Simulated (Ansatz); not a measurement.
Run report: BSiAsH5F, molecular dynamics (part 3 of 3)

BSiAsH5F; RKS BHLYP/def2-SVP (Ansatz 0.2.0). It belongs to a series of runs on one base structure; here: dynamics from the highest image of the converged band.

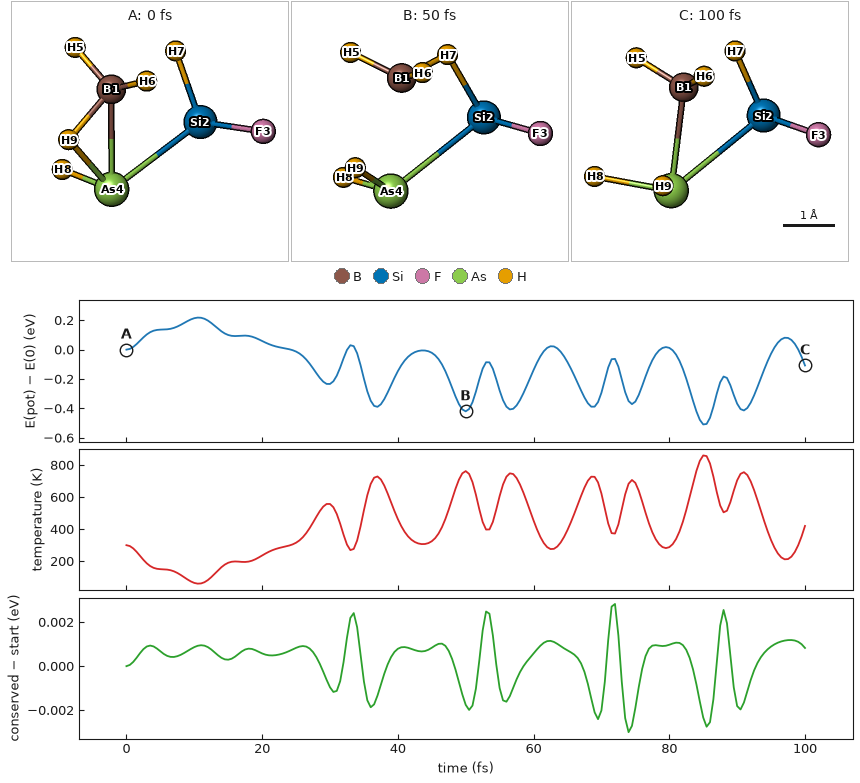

Figure 1. Frames of the molecular dynamics (ball-and-stick, seen at a tilt) above the curves, on which the letters mark them. The trajectory kept here has 201 frames over 100 fs. The temperature starts at 300 K, ranges from 60 to 860 K and averages 518 K over the second half. The potential energy ends 0.108 eV below its first value. The conserved quantity stays within 0.0058 eV. After an unweighted best fit of the last frame on the first, the root-mean-square displacement is 0.49 Å, and H9 has moved furthest (0.85 Å).

```
Total energy: -72178.05600479 eV, -2652.4946341324 hartree
Atom 0 at    -0.497492     0.343309     0.393455 Å, force     0.261774     1.687079    -0.223135 eV/Å
Atom 1 at     1.401005     0.560777    -0.875830 Å, force     0.856008    -0.177248    -0.854310 eV/Å
Atom 2 at     2.346032     0.598330     0.452052 Å, force     0.104195    -0.100965     0.127017 eV/Å
Atom 3 at     0.222815    -1.587034    -0.242207 Å, force    -0.905716    -0.788654     0.753625 eV/Å
Atom 4 at    -1.519685     0.512178    -0.148940 Å, force    -0.661827     0.138615    -0.273516 eV/Å
Atom 5 at    -0.405097     0.650433     1.549903 Å, force     0.286941    -0.193505    -0.167898 eV/Å
Atom 6 at     0.261288     1.459551    -0.337303 Å, force    -1.223852    -0.670916     1.013105 eV/Å
Atom 7 at    -1.231338    -1.943177    -0.635496 Å, force     0.812567     0.380753    -0.414166 eV/Å
Atom 8 at    -0.207232    -1.642181     1.214624 Å, force     0.469909    -0.275159     0.039278 eV/Å
Dipole moment:    -0.250647    -0.164462    -0.141641 e Å
```

**Trajectory as extended XYZ (Å, eV, eV/Å), 11 of the 201 frames kept, from step=0 to step=200**
```
9
Properties=species:S:1:pos:R:3:forces:R:3 step=0 time_fs=0.0 energy=-72177.94798 temperature=300.0
B    -0.6932    0.2111    0.5315    0.0110  -0.0069   0.0085
Si    1.3902    0.4108   -0.8282   -0.0065   0.0439   0.0561
F     2.4427    0.6992    0.3815   -0.0214  -0.0134  -0.0369
As    0.2330   -1.5527   -0.2419   -0.0122  -0.0025   0.0049
H    -1.6097    0.6994   -0.0546   -0.0072  -0.0131  -0.0015
H    -0.2605    0.5999    1.5732   -0.0021  -0.0030   0.0022
H     0.3418    1.4855   -0.7023    0.0254  -0.0255  -0.0148
H    -0.6574   -1.5430   -1.4628   -0.0026  -0.0012   0.0025
H    -1.0985   -1.0563    0.7864    0.0156   0.0216  -0.0210
9
Properties=species:S:1:pos:R:3:forces:R:3 step=20 time_fs=10.0 energy=-72177.73405 temperature=64.5
B    -0.6899    0.2520    0.5340   -0.0799  -0.6486  -0.8910
Si    1.3874    0.4452   -0.8368    0.6774  -0.9234   0.1872
F     2.4472    0.6860    0.3892   -0.2082   0.0457  -0.1713
As    0.2279   -1.5655   -0.2388    0.2762   0.2800  -0.7463
H    -1.6375    0.6503   -0.0904    0.2004   0.1542   0.3859
H    -0.1683    0.6023    1.5371   -0.1191   0.2301   0.2373
H     0.3696    1.4873   -0.6862   -0.5785   0.5211   0.0964
H    -0.4793   -1.7155   -1.6407   -0.0231   0.3685   1.1508
H    -1.0238   -1.0386    0.8604   -0.1452  -0.0275  -0.2489
9
Properties=species:S:1:pos:R:3:forces:R:3 step=40 time_fs=20.0 energy=-72177.88924 temperature=235.7
B    -0.6677    0.2561    0.4960   -0.2712   0.7314  -0.4077
Si    1.3940    0.4646   -0.8403   -0.3841   0.3179  -0.2971
F     2.4420    0.6750    0.3902   -0.1406   0.0444   0.1233
As    0.2295   -1.5739   -0.2361    0.1992   0.4334   0.5203
H    -1.6764    0.7523    0.0473    0.2923  -0.4407  -0.1059
H    -0.2516    0.6717    1.5236    0.1680  -0.2732   0.3368
H     0.2362    1.5258   -0.5979    0.3868  -0.8886   0.1722
H    -0.6396   -1.6367   -1.4426   -0.3125   0.0721  -0.3643
H    -1.0559   -1.0828    0.7331    0.0621   0.0032   0.0225
9
Properties=species:S:1:pos:R:3:forces:R:3 step=60 time_fs=30.0 energy=-72178.18158 temperature=557.1
B    -0.6306    0.3086    0.4511   -0.1066   0.8363   0.6463
Si    1.4003    0.4821   -0.8542    0.1730  -0.0251  -0.4443
F     2.4296    0.6656    0.3962   -0.1898  -0.0900   0.1567
As    0.2303   -1.5784   -0.2315   -0.1871  -0.9409   0.1946
H    -1.7061    0.6465    0.0257    0.0622  -0.2138   0.1375
H    -0.3076    0.5049    1.5896   -0.1369   0.1162  -0.0606
H     0.0620    1.1545   -0.2782   -0.0642   0.5628  -0.0048
H    -0.8086   -1.5025   -1.2921    0.1246  -0.2339  -0.9439
H    -1.0202   -1.1150    0.6312    0.3247  -0.0117   0.3183
9
Properties=species:S:1:pos:R:3:forces:R:3 step=80 time_fs=40.0 energy=-72178.09451 temperature=462.8
B    -0.6272    0.3900    0.4774    0.9735   0.4334   0.0392
Si    1.4098    0.4989   -0.8797   -0.1995   0.2325   0.3337
F     2.4080    0.6530    0.4087   -0.0578  -0.0426  -0.0488
As    0.2272   -1.5914   -0.2297   -0.0322   0.0078  -1.3505
H    -1.7212    0.4089    0.0451   -0.3255   0.5596  -0.3123
H    -0.4302    0.4223    1.6671    0.1159   0.5010  -0.2980
H     0.1778    1.4632   -0.2413   -0.6342  -1.2144   0.5040
H    -0.6568   -1.5456   -1.5446    0.4448  -0.1160   1.1597
H    -0.8236   -1.1927    0.8117   -0.2850  -0.3611  -0.0269
9
Properties=species:S:1:pos:R:3:forces:R:3 step=100 time_fs=50.0 energy=-72178.36790 temperature=762.2
B    -0.6135    0.4818    0.5058    0.3807   0.0812  -0.3867
Si    1.4130    0.5213   -0.8937   -0.3178  -0.2131   0.7762
F     2.3825    0.6383    0.4182   -0.0205   0.0690  -0.2259
As    0.2291   -1.6062   -0.2337    0.9091   0.2000   0.3806
H    -1.6804    0.5411   -0.0021   -0.2609   0.0463  -0.1144
H    -0.4522    0.6947    1.6781    0.1284  -0.4244  -0.1563
H     0.1230    1.3134   -0.1347    0.0786   0.3062  -0.1606
H    -0.5608   -1.6910   -1.5002   -0.6599   0.0680   0.1074
H    -0.7777   -1.5356    0.8989   -0.2377  -0.1333  -0.2204
9
Properties=species:S:1:pos:R:3:forces:R:3 step=120 time_fs=60.0 energy=-72178.08665 temperature=453.9
B    -0.6043    0.5492    0.4987    1.0701   0.2295  -1.4495
Si    1.4055    0.5390   -0.8847   -0.0259  -0.3006  -0.2401
F     2.3585    0.6261    0.4194    0.3925   0.0643   0.2892
As    0.2372   -1.6181   -0.2350   -0.8017   0.2655   1.0744
H    -1.6487    0.7633   -0.0525    0.1091  -0.1472   0.2047
H    -0.3410    0.7147    1.6525   -0.0186  -0.1316  -0.0891
H     0.2828    1.4985   -0.3140   -1.2140  -0.5253   1.0112
H    -0.8244   -1.7488   -1.2484   -0.2275   0.1173  -0.9149
H    -0.8534   -2.0037    0.7996    0.7160   0.4281   0.1142
9
Properties=species:S:1:pos:R:3:forces:R:3 step=140 time_fs=70.0 energy=-72178.24153 temperature=622.2
B    -0.5319    0.6130    0.4115   -1.5061  -1.9917   0.7759
Si    1.3900    0.5516   -0.8751   -0.3088  -0.0963   0.2070
F     2.3494    0.6176    0.4301    0.1434   0.1090   0.0434
As    0.2345   -1.6268   -0.2330   -1.1266   0.9443  -1.2621
H    -1.6707    0.8089    0.0241    0.4318  -0.4442   0.1002
H    -0.2644    0.5574    1.5662   -0.0491   0.0181   0.2804
H     0.0574    1.4752   -0.0950    1.6057   1.3178  -1.1350
H    -0.9434   -1.6792   -1.2642    0.8771  -0.1274   0.6374
H    -0.5343   -2.1729    0.9265   -0.0674   0.2702   0.3528
9
Properties=species:S:1:pos:R:3:forces:R:3 step=160 time_fs=80.0 energy=-72177.93580 temperature=287.6
B    -0.4878    0.5682    0.3685    0.2787   0.0482   0.0628
Si    1.3694    0.5614   -0.8654    0.9468  -0.3808  -0.5659
F     2.3499    0.6136    0.4458    0.1023  -0.0707  -0.0461
As    0.2253   -1.6241   -0.2357    0.7999   1.2794  -0.7470
H    -1.6348    0.6459    0.0093    0.4274   0.3583  -0.2552
H    -0.2449    0.4897    1.5281    0.0372   0.3747   0.2345
H     0.3812    1.6822   -0.2028   -1.7403  -1.5253   0.7871
H    -0.9007   -1.7453   -1.2428   -0.1777  -0.2031   0.6799
H    -0.1888   -1.9990    1.1590   -0.6743   0.1193  -0.1501
9
Properties=species:S:1:pos:R:3:forces:R:3 step=180 time_fs=90.0 energy=-72178.31567 temperature=704.4
B    -0.4519    0.4678    0.3755   -0.9459  -0.9127   0.4511
Si    1.3735    0.5607   -0.8665    0.4580   0.1454   0.0716
F     2.3516    0.6081    0.4554   -0.2191  -0.0822  -0.3705
As    0.2240   -1.6071   -0.2428    0.5877   0.4159   1.4786
H    -1.4736    0.6503   -0.1961   -0.6752  -0.2628   0.2361
H    -0.2757    0.6421    1.5429   -0.2005  -0.2561   0.0759
H     0.0783    1.3878   -0.1478    1.4211   1.1455  -0.9136
H    -1.0635   -1.9519   -0.8362   -0.8061   0.0667  -0.6939
H    -0.2829   -1.7167    1.1951    0.3800  -0.2597  -0.3353
9
Properties=species:S:1:pos:R:3:forces:R:3 step=200 time_fs=100.0 energy=-72178.05584 temperature=420.1
B    -0.4975    0.3433    0.3935    0.2618   1.6871  -0.2231
Si    1.4010    0.5608   -0.8758    0.8560  -0.1772  -0.8543
F     2.3460    0.5983    0.4521    0.1042  -0.1010   0.1270
As    0.2228   -1.5870   -0.2422   -0.9057  -0.7887   0.7536
H    -1.5197    0.5122   -0.1489   -0.6618   0.1386  -0.2735
H    -0.4051    0.6504    1.5499    0.2869  -0.1935  -0.1679
H     0.2613    1.4596   -0.3373   -1.2239  -0.6709   1.0131
H    -1.2313   -1.9432   -0.6355    0.8126   0.3808  -0.4142
H    -0.2072   -1.6422    1.2146    0.4699  -0.2752   0.0393
```

The run was set up as follows.

**Input**
```yaml
crystal:
  periodic: [false, false, false]
  atoms:
    - { symbol: B, position_ang: [-0.693176, 0.211067, 0.531537] }
    - { symbol: Si, position_ang: [1.390176, 0.410775, -0.828219] }
    - { symbol: F, position_ang: [2.442688, 0.699159, 0.381457] }
    - { symbol: As, position_ang: [0.23305, -1.552747, -0.241857] }
    - { symbol: H, position_ang: [-1.609675, 0.69937, -0.054551] }
    - { symbol: H, position_ang: [-0.260487, 0.599907, 1.573217] }
    - { symbol: H, position_ang: [0.341844, 1.485539, -0.702283] }
    - { symbol: H, position_ang: [-0.657419, -1.542957, -1.462785] }
    - { symbol: H, position_ang: [-1.0985, -1.056314, 0.786384] }
basis:
  gaussian: { orbitals: def2-SVP }
hamiltonian:
  xc: { name: BHLYP }
md:
  timestep: 0.5
  n_steps: 200
  ensemble: nve
  temperature: 300.0
  initial_velocities: maxwell_boltzmann
  seed: 10676
```

Launched with:
```bash
ansatz run input.yaml --threads 2 --pin off --max-ram 3072MiB --backend cpu --events-out ev --progress --plain --runs-dir out
```

**Key numbers**

| quantity | value |
| --- | --- |
| outcome | finished |
| mean temperature over the second half | 518 K |
| trajectory | 200 steps, 100 fs |
| ensemble | nve |
| temperature in the input | 300.0 K |
| time step | 0.5 fs |
| potential energy (last step) | −72178.0560 eV |
| mean-field energy (last step) | −72178.0560 eV |
| largest force (length of the vector) (last step) | 1.725 eV/Å |
| hardware | 2 threads of Intel Xeon (Sapphire Rapids), 16 GiB of memory available, shared host |
| wall time | 7.6 min (CPU time 15 min) |
| peak memory | 0.24 GiB |

**Notes**

So short a trajectory is not equilibrated.
